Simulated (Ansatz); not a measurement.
## Electronic structure of CH5F3GaN (SMILES C[NH2+][Ga-]([F])([F])[F]) in real space

Input file:

```
crystal:
  periodic: [false, false, false]
  atoms:
    - symbol: C
      position_ang: [-0.028811, -1.096540, 0.841126]
    - symbol: F
      position_ang: [-1.888658, 0.498052, -1.286538]
    - symbol: F
      position_ang: [0.559871, 2.111163, -1.917275]
    - symbol: F
      position_ang: [-0.578298, 2.096423, 0.857474]
    - symbol: Ga
      position_ang: [-0.444287, 1.322177, -0.715508]
    - symbol: N
      position_ang: [0.672777, -0.305662, -0.183860]
    - symbol: H
      position_ang: [0.547714, -1.980374, 1.149574]
    - symbol: H
      position_ang: [-0.999417, -1.406096, 0.432636]
    - symbol: H
      position_ang: [-0.215046, -0.449196, 1.707728]
    - symbol: H
      position_ang: [1.581390, 0.016579, 0.154726]
    - symbol: H
      position_ang: [0.857965, -0.863625, -1.019584]
basis:
  gaussian:
    orbitals: def2-SVPD
hamiltonian:
  xc: {name: PBE0}
output: {forces: true, orbitals: {seedname: orbitals}}
```

Launched as:

```sh
ansatz run input.yaml --threads 2 --pin off --max-ram 6090MiB --events-out events.jsonl --progress --plain --runs-dir runs
```

Geometry: PBE0-D4/def2-SVP.

Computed with isolated molecule in a Gaussian basis; Kohn-Sham density functional theory, functional PBE0 (Ansatz).

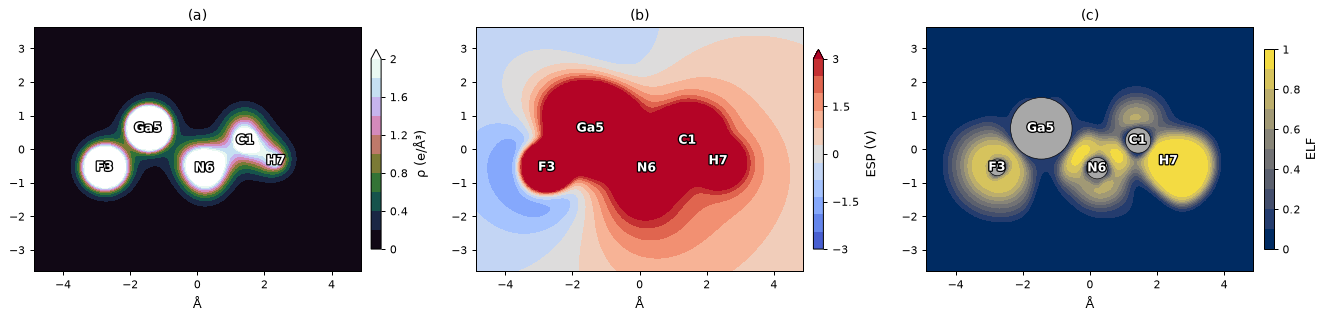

Figure 1. (a) total electron density; (b) molecular electrostatic potential; (c) electron localisation function on the plane of atoms C1, N6 and Ga5. Grey discs cover the atomic cores in the ELF map.

### Read the bonding off the picture.

Atoms in the plane: C, F, Ga, N and H.
C–N (1.47 Å): ρ at the midpoint is about 1.8 e/Å³; the ELF peaks at about 0.95 between the atoms: a covalent bond.
Ga–F (1.75 Å): the density is about 0.83 e/Å³ at the midpoint; the ELF peaks at about 0.80 in the valence shell of F, 0.5 Å from its nucleus, and is about 0.15 at the midpoint.
Ga–N (2.04 Å): ρ is about 0.59 e/Å³ halfway; the ELF peaks at about 0.95 in the valence shell of N, 0.7 Å from its nucleus, and is about 0.35 at the midpoint.
C–H (1.10 Å): ρ is about 1.9 e/Å³ halfway; the ELF climbs to about 1 towards the hydrogen, as it does in any bond to H (a covalent bond by its length).
The ELF also peaks beside F3, away from the bonds: lone-pair regions.
Outside the dense part of the molecule the potential is most negative (−1.8 V) near F3.

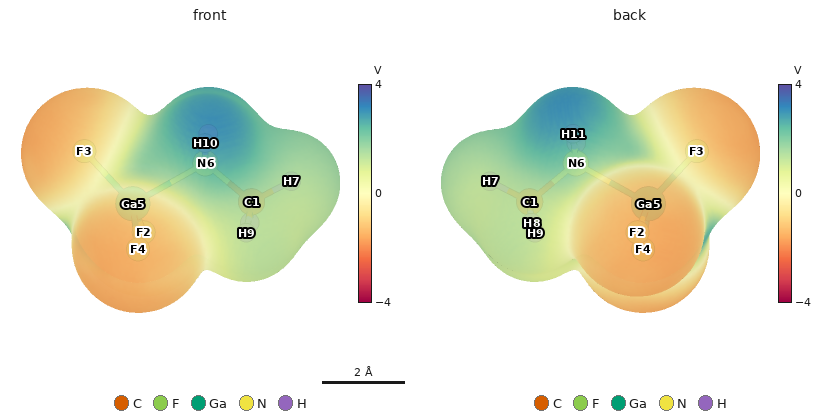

Figure 2. The molecular electrostatic potential painted on the density surface at 0.002 e/bohr³, seen from the front and from behind; the colour scale runs from red (negative) to blue (positive).

### Which sites attract a positive test charge, and which a negative one?

A positive charge is drawn to the negative regions and a negative charge to the positive ones. The most negative region (about −1.6 V) lies over F2, F3 and F4, the most positive (about +3.1 V) over H10 and H11.

### What dipole moment does the calculation give?

Its dipole moment is 6.65 D.

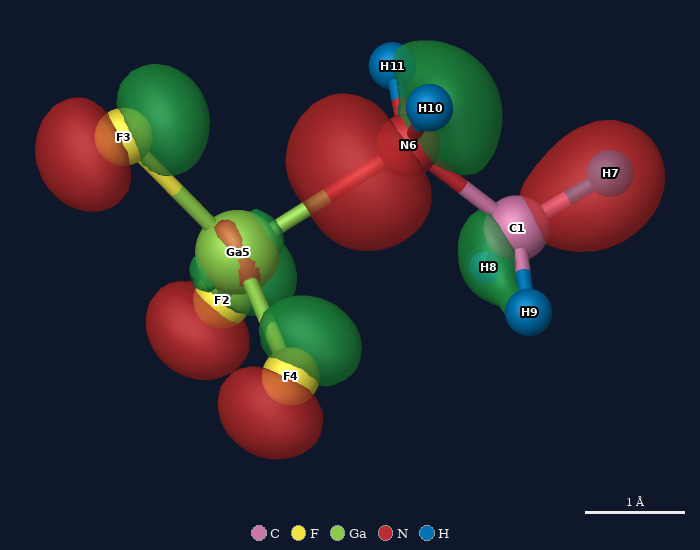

Figure 3. The HOMO at ±0.15 Å⁻³ᐟ² (green and red are the two phases), seen at a tilt.

### What is the character of this orbital?

Its weight (Hirshfeld) is mainly on N6 (about 30 %), F3 (about 15 %), F4 (about 15 %), F2 (about 15 %), C1 (about 10 %) and Ga5 (about 5 %); largely a combination of lone pairs on N6, F3, F4 and F2. Its energy is −10.17 eV.
